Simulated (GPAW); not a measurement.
Band structure of NiGe (Pnma, 8 atoms in the cell).

```
CELL_PARAMETERS angstrom
      5.31046     0.00000     0.00000
      0.00000     3.43850     0.00000
      0.00000     0.00000     5.74995
ATOMIC_POSITIONS crystal
  Ni 0.50554 0.25000 0.69073
  Ni 0.49446 0.75000 0.30927
  Ni 0.99446 0.75000 0.19073
  Ni 0.00554 0.25000 0.80927
  Ge 0.68966 0.25000 0.08698
  Ge 0.31034 0.75000 0.91302
  Ge 0.81034 0.75000 0.58698
  Ge 0.18966 0.25000 0.41302
```

Computed with PBE, GPAW PAW datasets PBE (gpaw-data 1.0.1) (plane waves; GPAW).

Settings: mode = pw; ecut = 800 eV; xc = PBE; kpts = 4 5 3; mesh shift (steps) = 0 0 0; occupations.name = methfessel-paxton; occupations.width = 0.05 eV; occupations.order = 0; nbands = -16; symmetry.symmorphic = false; symmetry.tolerance = 0.0005; maxiter = 100; bandpath_npoints = 40.

The starting cell comes from a database of computed structures (which also holds hypothetical and non-ambient phases and stackings), without a prior relaxation at this level. Its lattice was rescaled by a random factor within 2.5 % of one. Spin polarisation is off.

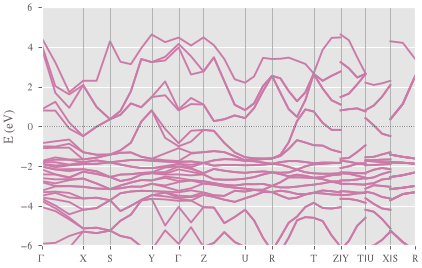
Fig. 1. Bands along the path, energies from the Fermi level.

Levels in eV from the Fermi level, bands 37 to 44:
| point | 37 | 38 | 39 | 40 | 41 | 42 | 43 | 44 |
|---|---|---|---|---|---|---|---|---|
| Γ | -1.75 | -1.10 | -1.01 | -0.85 | 0.80 | 0.85 | 3.97 | 4.15 |
| X | -1.67 | -1.67 | -1.30 | -1.30 | -0.49 | -0.49 | 2.08 | 2.08 |
| S | -1.42 | -1.42 | -1.42 | -1.42 | 0.36 | 0.36 | 0.36 | 0.36 |
| Y | -1.63 | -1.63 | 0.80 | 0.80 | 1.48 | 1.48 | 3.23 | 3.23 |
| Z | -1.30 | -1.30 | -0.18 | -0.18 | 1.10 | 1.10 | 2.76 | 2.76 |
| U | -1.71 | -1.71 | -1.56 | -1.56 | 0.42 | 0.42 | 0.82 | 0.82 |
| R | -1.62 | -1.62 | -1.62 | -1.62 | 2.54 | 2.54 | 2.54 | 2.54 |
| T | -0.95 | -0.95 | 0.75 | 0.75 | 2.63 | 2.63 | 2.65 | 2.65 |

Bands cross the Fermi level along this path, so the cell is metallic at this level.
